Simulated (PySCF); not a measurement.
# C₂H₁₀NSi₂ (SMILES C[C]([SiH3])N[SiH3]) (doublet): what the fields show

```xyz
15

C    -0.4482    0.1429    0.0355
Si   -1.8942    1.2441   -0.3035
N     0.8422    0.5856   -0.2374
Si    2.3588   -0.2719   -0.0501
C    -0.5992   -1.2836    0.4490
H    -2.9829    0.9802    0.6888
H    -1.4356    2.6689   -0.1993
H    -2.5056    1.0889   -1.6697
H     0.9143    1.5667   -0.4861
H     3.3947    0.6644   -0.5754
H     2.6797   -0.6122    1.3722
H     2.3678   -1.5450   -0.8308
H     0.0706   -1.5412    1.2924
H    -1.6259   -1.5005    0.7776
H    -0.3665   -1.9904   -0.3716
```

Geometry: PBE0-D3(BJ)/def2-SVP.

The calculation used UKS B3LYP, IGLO-III on C N Si, pcH-1 on H, non-relativistic, mean-field spin-orbit, GIAO in PySCF.

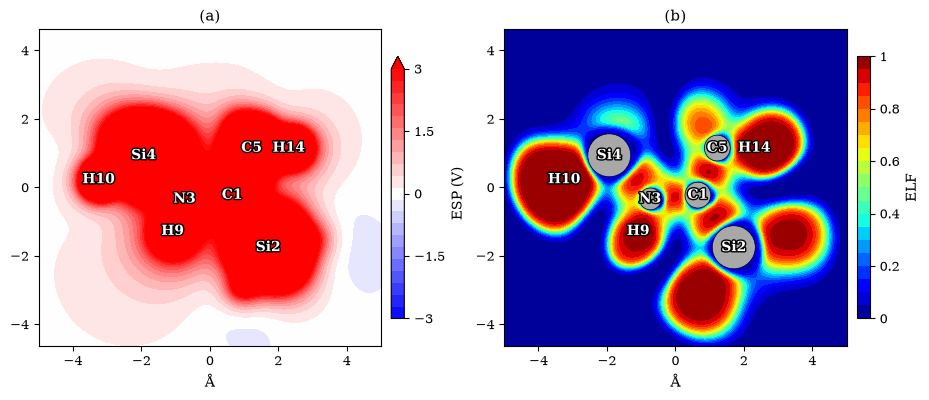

Figure 1. (a) electrostatic potential; (b) ELF on the plane of atoms C1, N3 and Si4. Grey discs cover the atomic cores in the ELF map.

**What do the fields say about this system?**

- The plane passes through C, Si, N and H nuclei.
- C–N (1.39 Å): the ELF peaks at about 0.90 between the atoms; localised, covalent bonding.
- C–C (1.49 Å): the ELF peaks at about 0.95 between the atoms: a shared electron pair.
- Si–N (1.75 Å): the ELF peaks at about 0.90 between the atoms (a polar covalent bond).
- C–Si (1.85 Å): the ELF peaks at about 0.95 between the atoms, as expected for a shared electron pair.
- N–H (1.01 Å): the ELF climbs to about 1 towards the hydrogen, as it does in any bond to H; a covalent bond by its length.
- The potential has no marked negative region in this plane.

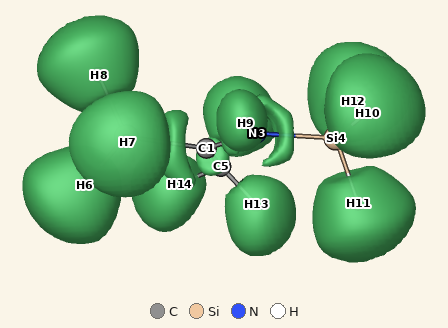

Figure 2. Isosurface of the electron localisation function at 0.85 (green), seen from one side. Core shells and regions of very low density are left out.

**Where are the electrons localised?**

The surface consists of one region between bonded C–C atoms (shared pairs), one region between bonded C–N atoms (shared pairs), one region between bonded C–Si atoms (shared pairs), one region between bonded N–Si atoms (shared pairs) and ten regions around hydrogen nuclei.

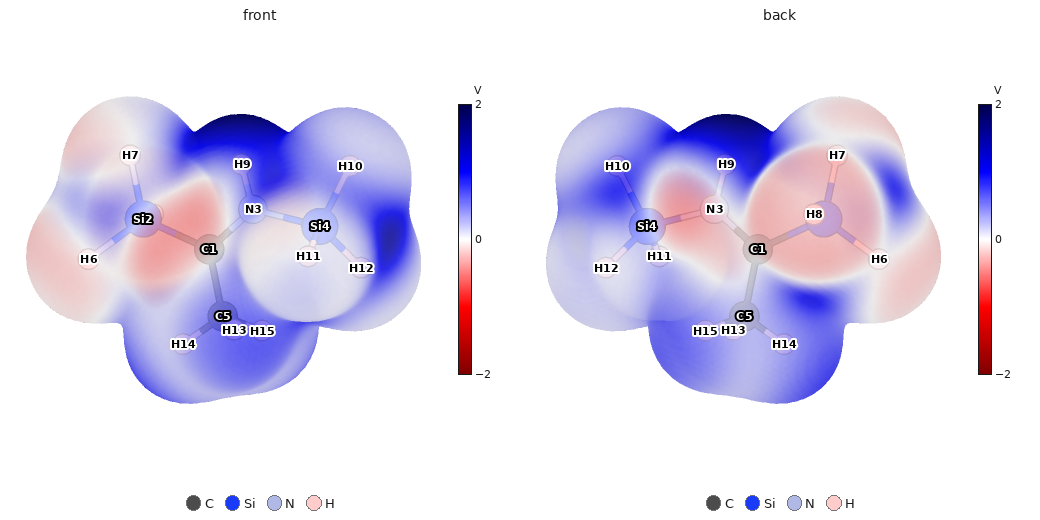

Figure 3. The electrostatic potential painted on the density surface at 0.002 e/bohr³, seen from the front and from behind; red is negative and blue positive.

**Where is the surface potential most negative and most positive?**

The most negative region (about −0.4 V) lies over C1 and N3, the most positive (about +1.9 V) over H9.
